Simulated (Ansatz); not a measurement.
**Nudged elastic band, with input and output: C2H8OSSi (part 2 of 2)**

Continued. System: C2H8OSSi. Method: UKS PBE-D4/6-31G* (Ansatz 0.2.0). It belongs to a series of runs on one base structure; here: band between the two ends.

Geometry of the input (Å):
```
C  -0.6938  -0.7269  1.6364
O  0.5366  -0.2915  1.0566
C  0.8678  -0.9710  -0.1185
S  -0.2234  -0.5806  -1.5985
Si -0.0613  1.5670  -1.4912
H  -0.6634  -1.8121  1.8609
H  -1.5481  -0.5229  0.9640
H  -0.8122  -0.1609  2.5718
H  1.8996  -0.6797  -0.3644
H  0.7982  -2.0716  -0.0066
H  -0.8902  2.1709  -0.3970
H  1.3721  1.9650  -1.2913
H  -0.5613  2.0796  -2.8076
```

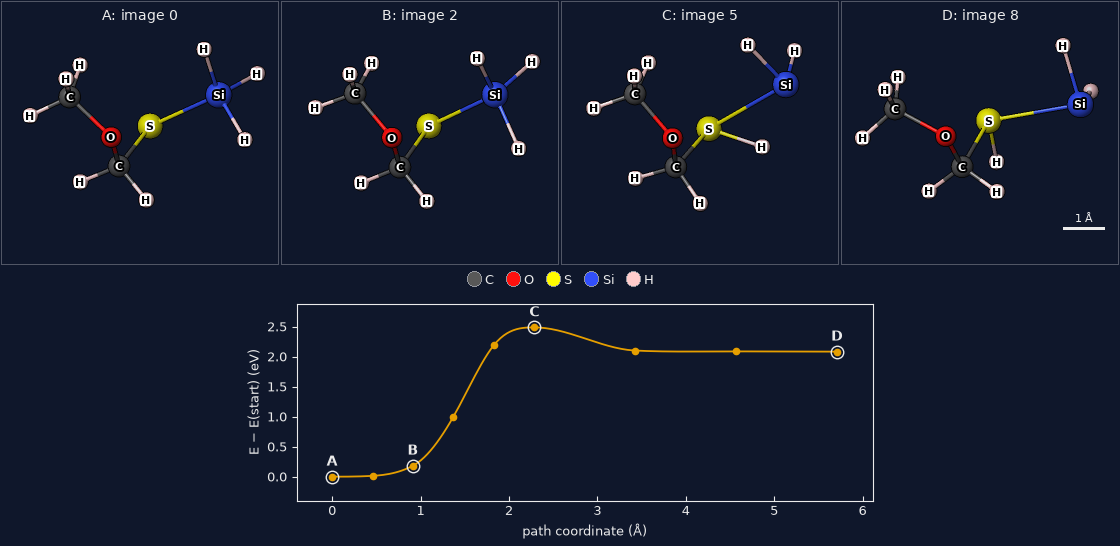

Fig. 1: Images of the last band (counted from 0; ball-and-stick, seen at a tilt) above the energy along the path; the line is a cubic interpolation that uses the forces. The highest image is number 5, 2.487 eV above the start and 0.404 eV above the end (the climbing image); the end lies 2.083 eV above the start. The path is 5.71 Å long. The band converged in 27 iterations.

```
Total energy: -22947.14005627 eV, -843.2918429376 hartree
Atom 0 at    -0.721468    -0.619857     1.492752 Å, force     0.001337    -0.001151     0.001694 eV/Å
Atom 1 at     0.594873    -0.233693     1.092638 Å, force    -0.001778     0.000075    -0.000532 eV/Å
Atom 2 at     1.040420    -0.896312    -0.040184 Å, force     0.000774    -0.001061     0.000868 eV/Å
Atom 3 at     0.148836    -0.411126    -1.639218 Å, force     0.002689     0.002195    -0.000448 eV/Å
Atom 4 at     0.020029     2.109957    -1.215731 Å, force    -0.000040     0.002964     0.000117 eV/Å
Atom 5 at    -0.775711    -1.711490     1.677640 Å, force    -0.000701     0.000158     0.000124 eV/Å
Atom 6 at    -1.467155    -0.338384     0.724698 Å, force     0.000620     0.000831    -0.000550 eV/Å
Atom 7 at    -0.933747    -0.075443     2.423710 Å, force    -0.000266     0.000210    -0.000553 eV/Å
Atom 8 at     2.105696    -0.651978    -0.163600 Å, force    -0.000744     0.000647     0.000259 eV/Å
Atom 9 at     0.898326    -1.994142     0.015750 Å, force     0.000222    -0.000691    -0.000304 eV/Å
Atom 10 at    -1.033474     1.973250    -0.118298 Å, force     0.000174    -0.000496     0.000322 eV/Å
Atom 11 at     1.076945     0.703644    -1.823545 Å, force    -0.001451    -0.003481    -0.001162 eV/Å
Atom 12 at    -0.933072     2.110775    -2.411813 Å, force    -0.000836    -0.000199     0.000166 eV/Å
Dipole moment:    -0.017790    -0.533038     0.284700 e Å
this run last wrote the band of iteration 27 to [file]; this run last wrote the band within `neb.f_tol` of iteration 13 to [file]
```

**The last band as extended XYZ (Å, eV, eV/Å)**
```
13
Properties=species:S:1:pos:R:3:forces:R:3 image=0 energy=-22949.62669
C    -0.6938   -0.7269    1.6364   -0.0043   0.0099   0.0008
O     0.5366   -0.2915    1.0566    0.0113  -0.0083  -0.0069
C     0.8678   -0.9710   -0.1185   -0.0033   0.0124  -0.0026
S    -0.2234   -0.5806   -1.5985    0.0001  -0.0071   0.0024
Si   -0.0613    1.5670   -1.4912    0.0011   0.0070   0.0066
H    -0.6634   -1.8121    1.8609   -0.0044  -0.0037   0.0018
H    -1.5481   -0.5229    0.9640   -0.0021  -0.0043   0.0028
H    -0.8122   -0.1609    2.5718   -0.0034  -0.0009   0.0010
H     1.8996   -0.6797   -0.3644    0.0087  -0.0004  -0.0025
H     0.7982   -2.0716   -0.0066   -0.0035   0.0030  -0.0017
H    -0.8902    2.1709   -0.3970   -0.0007  -0.0015  -0.0026
H     1.3721    1.9650   -1.2913   -0.0009  -0.0008  -0.0018
H    -0.5613    2.0796   -2.8076    0.0015  -0.0052   0.0027
13
Properties=species:S:1:pos:R:3:forces:R:3 image=1 energy=-22949.61278
C    -0.7236   -0.6705    1.5703    0.0032  -0.0057   0.0131
O     0.5516   -0.2806    1.0577   -0.0019  -0.0064  -0.0027
C     0.9186   -0.9746   -0.0994   -0.0099  -0.0098  -0.0033
S    -0.1685   -0.6340   -1.5950    0.0005   0.0052  -0.0055
Si   -0.0718    1.5139   -1.4445    0.0073   0.0048  -0.0117
H    -0.7536   -1.7595    1.7751    0.0053  -0.0064   0.0175
H    -1.5322   -0.4208    0.8584   -0.0061  -0.0102   0.0206
H    -0.8662   -0.1122    2.5067    0.0139  -0.0033   0.0116
H     1.9476   -0.6609   -0.3326   -0.0090  -0.0147  -0.0080
H     0.8749   -2.0739    0.0337   -0.0150  -0.0103  -0.0034
H    -0.7737    2.0533   -0.2344   -0.0069   0.0065  -0.0223
H     1.3678    1.9347   -1.4145   -0.0008   0.0654   0.0230
H    -0.7504    2.0505   -2.6667    0.0194  -0.0151  -0.0287
13
Properties=species:S:1:pos:R:3:forces:R:3 image=2 energy=-22949.44337
C    -0.7282   -0.6363    1.5216   -0.0115  -0.0130   0.0435
O     0.5671   -0.2395    1.0689   -0.0286  -0.0236  -0.0316
C     0.9663   -0.9257   -0.0853   -0.0763  -0.0652  -0.0201
S    -0.1720   -0.6652   -1.5659   -0.1666  -0.1602   0.0264
Si   -0.1207    1.4843   -1.3960   -0.0095  -0.2637  -0.1131
H    -0.7658   -1.7283    1.7046   -0.0038  -0.0140   0.0514
H    -1.4979   -0.3814    0.7699   -0.0424  -0.0224   0.0742
H    -0.9193   -0.0889    2.4549    0.0370  -0.0007   0.0414
H     1.9929   -0.5808   -0.2993   -0.1327   0.0226  -0.1546
H     0.9572   -2.0240    0.0533    0.0205  -0.0585   0.0417
H    -0.7515    2.0183   -0.1362    0.2258  -0.0038  -0.0895
H     1.3565    1.6283   -1.5369    0.1189   0.6859   0.2242
H    -0.8640    2.1044   -2.5388    0.0693  -0.0834  -0.0938
13
Properties=species:S:1:pos:R:3:forces:R:3 image=3 energy=-22948.62624
C    -0.7209   -0.6249    1.5038   -0.0143   0.0016   0.0472
O     0.5847   -0.2266    1.0842   -0.0354  -0.0046  -0.0425
C     1.0029   -0.8966   -0.0772   -0.1459  -0.0555  -0.0945
S    -0.0936   -0.5857   -1.5786   -0.7109  -0.5189   0.1797
Si   -0.1159    1.6143   -1.3413   -0.4124  -1.4269  -0.3299
H    -0.7636   -1.7176    1.6835   -0.0054  -0.0021   0.0287
H    -1.4751   -0.3660    0.7370   -0.0338  -0.0395   0.0609
H    -0.9310   -0.0826    2.4362    0.0253   0.0054   0.0475
H     2.0573   -0.5968   -0.2261   -0.1908   0.1020  -0.2323
H     0.9421   -1.9968    0.0325    0.0690  -0.0506   0.0547
H    -0.8606    2.0220   -0.0918    0.5752   0.1765  -0.0166
H     1.2950    1.2779   -1.6552    0.7251   1.6977   0.4690
H    -0.9008    2.1446   -2.4923    0.1544   0.1149  -0.1719
13
Properties=species:S:1:pos:R:3:forces:R:3 image=4 energy=-22947.43627
C    -0.7245   -0.6272    1.4924   -0.0019   0.0036   0.0190
O     0.5873   -0.2317    1.0917   -0.0212   0.0105  -0.0077
C     1.0245   -0.8910   -0.0617   -0.0840  -0.0068  -0.0950
S     0.0283   -0.4919   -1.6108   -0.5204  -0.3488   0.1157
Si   -0.0361    1.8593   -1.2795   -0.1950  -1.0236  -0.2828
H    -0.7733   -1.7202    1.6711   -0.0061   0.0054   0.0071
H    -1.4722   -0.3562    0.7221   -0.0164  -0.0271   0.0166
H    -0.9410   -0.0883    2.4257    0.0071   0.0014   0.0236
H     2.0874   -0.6216   -0.1841   -0.0920   0.0703  -0.1066
H     0.9227   -1.9921    0.0184    0.0510  -0.0139   0.0206
H    -0.9497    1.9962   -0.0843    0.3821   0.1154   0.1290
H     1.1804    0.9926   -1.7282    0.4045   1.1147   0.3576
H    -0.9131    2.1373   -2.4580    0.0924   0.0990  -0.1968
13
Properties=species:S:1:pos:R:3:forces:R:3 image=5 energy=-22947.14002
C    -0.7215   -0.6199    1.4928    0.0013  -0.0012   0.0017
O     0.5949   -0.2337    1.0926   -0.0018   0.0001  -0.0005
C     1.0404   -0.8963   -0.0402    0.0008  -0.0011   0.0009
S     0.1488   -0.4111   -1.6392    0.0027   0.0022  -0.0004
Si    0.0200    2.1100   -1.2157    0.0000   0.0030   0.0001
H    -0.7757   -1.7115    1.6776   -0.0007   0.0002   0.0001
H    -1.4672   -0.3384    0.7247    0.0006   0.0008  -0.0006
H    -0.9337   -0.0754    2.4237   -0.0003   0.0002  -0.0006
H     2.1057   -0.6520   -0.1636   -0.0007   0.0006   0.0003
H     0.8983   -1.9941    0.0158    0.0002  -0.0007  -0.0003
H    -1.0335    1.9732   -0.1183    0.0002  -0.0005   0.0003
H     1.0769    0.7036   -1.8235   -0.0015  -0.0035  -0.0012
H    -0.9331    2.1108   -2.4118   -0.0008  -0.0002   0.0002
13
Properties=species:S:1:pos:R:3:forces:R:3 image=6 energy=-22947.52591
C    -0.7029   -0.6292    1.5593    0.0080  -0.0005   0.0040
O     0.6198   -0.2440    1.1671   -0.0011   0.0009   0.0180
C     1.0402   -0.8228   -0.0049   -0.0024   0.0085  -0.0033
S     0.0844   -0.1164   -1.5342    0.0036   0.0296   0.0116
Si   -0.0014    2.2309   -0.9984   -0.0047   0.0140   0.0206
H    -0.7871   -1.7302    1.6447   -0.0001  -0.0063  -0.0041
H    -1.4542   -0.2490    0.8409   -0.0008   0.0049   0.0082
H    -0.8798   -0.1620    2.5378    0.0001  -0.0090   0.0064
H     2.0992   -0.5679   -0.1508    0.0009   0.0106   0.0029
H     0.8688   -1.9163   -0.0452    0.0025   0.0084  -0.0051
H    -1.3406    1.9179   -0.2916   -0.0331  -0.0081  -0.0156
H     1.1820   -0.0595   -2.3329    0.0096  -0.0731  -0.0477
H    -0.7078    2.3139   -2.3770    0.0175   0.0201   0.0041
13
Properties=species:S:1:pos:R:3:forces:R:3 image=7 energy=-22947.53982
C    -0.7159   -0.8231    1.6589    0.0008   0.0100   0.0071
O     0.5339   -0.2538    1.2558   -0.0064   0.0004   0.0065
C     0.9854   -0.7007    0.0360   -0.0132  -0.0007  -0.0213
S    -0.1145   -0.0300   -1.3956    0.0284  -0.0274  -0.0208
Si    0.2364    2.3277   -1.1791   -0.0002   0.0012  -0.0026
H    -0.6820   -1.9297    1.6257    0.0063  -0.0052  -0.0053
H    -1.5434   -0.4635    1.0183   -0.0047  -0.0021   0.0014
H    -0.8878   -0.4873    2.6911    0.0038   0.0013   0.0010
H     1.9903   -0.2832   -0.1256   -0.0045   0.0034   0.0042
H     0.9631   -1.8044   -0.0673    0.0046  -0.0019   0.0025
H    -1.1665    2.3664   -0.5342    0.0026   0.0038   0.0007
H     0.7907   -0.3369   -2.3660   -0.0203   0.0125   0.0248
H    -0.3692    2.3836   -2.6034    0.0029   0.0047   0.0017
13
Properties=species:S:1:pos:R:3:forces:R:3 image=8 energy=-22947.54394
C    -0.7030   -1.0378    1.7549   -0.0074   0.0051  -0.0003
O     0.4184   -0.2476    1.3459   -0.0026  -0.0086  -0.0002
C     0.8988   -0.5611    0.0938   -0.0001   0.0121  -0.0028
S    -0.2695    0.1163   -1.2693   -0.0045   0.0012   0.0047
Si    0.4545    2.3935   -1.4497   -0.0008   0.0020  -0.0010
H    -0.4647   -2.1192    1.7101    0.0008   0.0070  -0.0011
H    -1.5902   -0.8356    1.1253    0.0095  -0.0041   0.0082
H    -0.9186   -0.7492    2.7934   -0.0007  -0.0039  -0.0058
H     1.8565   -0.0360   -0.0459   -0.0016  -0.0038  -0.0012
H     0.9808   -1.6519   -0.0893    0.0008  -0.0019   0.0012
H    -0.8834    2.7943   -0.7973    0.0031  -0.0027  -0.0039
H     0.4248   -0.4384   -2.2993    0.0028   0.0001  -0.0028
H    -0.1840    2.3378   -2.8579    0.0009  -0.0025   0.0051
```

**Key numbers**

- outcome: converged
- barrier, forward: 2.487 eV
- barrier, backward: 0.404 eV
- wall time: 5.7 min (CPU time 11 min)
- peak memory: 0.23 GiB

The order of the saddle point was not checked.
